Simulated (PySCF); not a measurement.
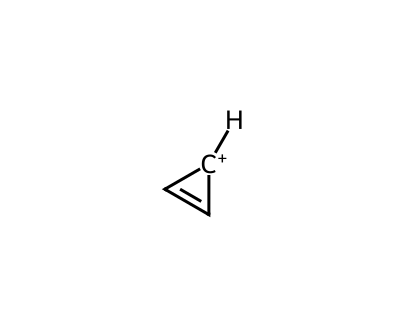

2D structure. State: charge +1, singlet.

Transcribe the drawing into SMILES.

c1c[cH+]1

What is the molecular formula?

C3H3, charge +1.

An optimisation with GFN2-xTB gave a structure of which point group?

D3h.

The parts below concern this one geometry. Atoms keep their numbers from picture to picture. Computed geometry: GFN2-xTB optimisation. No frequency run is at hand to confirm it as a minimum.

## Electronic properties

No frequency run is at hand to confirm it as a minimum. Method: PBE0/pcSseg-1, gas phase (PySCF 2.14.0).

Predict the main results.

- HOMO energy (Kohn–Sham orbital): −17.77 eV
- LUMO energy (Kohn–Sham orbital): −7.98 eV
- HOMO–LUMO gap: 9.79 eV

## Spin–spin coupling

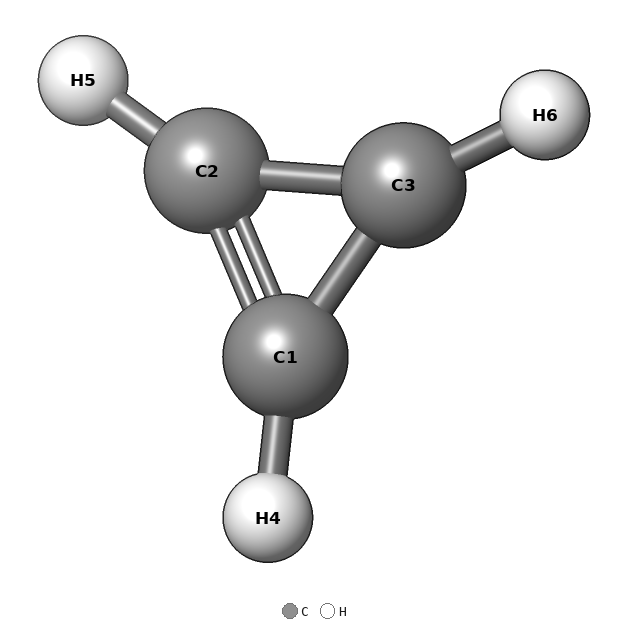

No frequency run is at hand to confirm it as a minimum. Level of theory: B3LYP/pcJ-1 indirect spin-spin coupling, non-relativistic, gas phase (PySCF 2.14.0). Isotopes: 13C, 1H.

Give the spin–spin coupling constants of these pairs, with the number of bonds between them: C1/C2, C1/C3, C1/H4, C2/H5, C2/C3, C3/H6, C1/H6, C1/H5, C2/H6, C3/H5, C3/H4, H4/H5, H4/H6, H5/H6.

```tsv
pair	bonds apart	J (Hz)
C1, C2	1	26.4
C1, C3	1	26.3
C1, H4	1	282.4
C2, H5	1	282.4
C2, C3	1	26.3
C3, H6	1	282.4
C1, H6	2	2.1
C1, H5	2	2.1
C2, H6	2	2.1
C3, H5	2	2.1
C3, H4	2	2.1
H4, H5	3	−0.6
H4, H6	3	−0.6
H5, H6	3	−0.6
```

## Charges

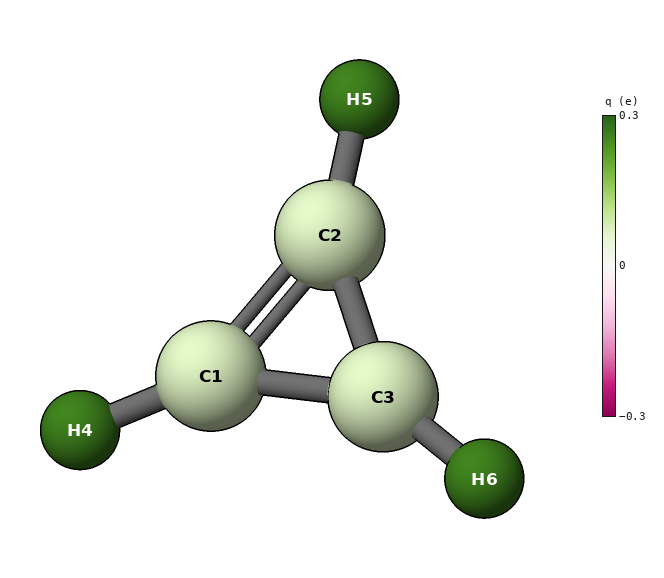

Atoms are coloured by their IAO charges. No frequency run is at hand to confirm it as a minimum. Method: PBE0/pcSseg-1, gas phase (PySCF 2.14.0).

Give the IAO charges atom by atom.

| atom | value (e) |
| --- | --- |
| C1 | 0.07 |
| C2 | 0.07 |
| C3 | 0.07 |
| H4 | 0.26 |
| H5 | 0.26 |
| H6 | 0.26 |
